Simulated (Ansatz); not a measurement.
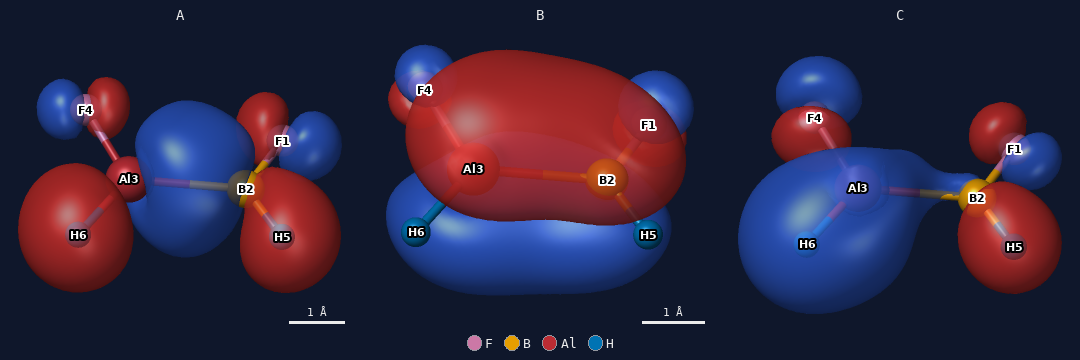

Figure. AlBF$_{2}$H$_{2}$ (SMILES F[BH][AlH][F]). Three frontier orbitals at ±0.08 Å⁻³ᐟ² (red and blue are the two phases), in no order.

Method: RKS PBE0/6-31G* (Ansatz 0.2.0).

```xyz
6

F     0.4007   -0.2680   -2.0790
B     0.7537    0.1404   -0.8694
Al   -0.5959   -0.1077    0.8140
F    -2.0894   -0.7876    0.5638
H     1.8506    0.6420   -0.7938
H    -0.2776    0.3168    2.3182
```

### Which picture is the HOMO−1, the HOMO and the LUMO?

C is the HOMO−1 (−9.73 eV). By Hirshfeld shares it lies mainly on H6 (about 35 %), Al3 (about 30 %), F4 (about 15 %), B2 (about 5 %) and H5 (about 5 %); it is symmetric in the molecular plane (an in-plane orbital: σ, lone-pair or in-plane π type). A is the HOMO (−7.41 eV). By Hirshfeld shares it lies mainly on B2 (about 35 %), Al3 (about 25 %), H6 (about 15 %), F1 (about 10 %) and H5 (about 10 %); it is symmetric in the molecular plane (an in-plane orbital: σ, lone-pair or in-plane π type). B is the LUMO (−2.39 eV). By Hirshfeld shares it lies mainly on Al3 (about 45 %), B2 (about 40 %) and F1 (about 10 %); it changes sign across the molecular plane (π type); π-bonding across B2–Al3.

### What is the HOMO–LUMO gap?

5.02 eV between the orbital energies.
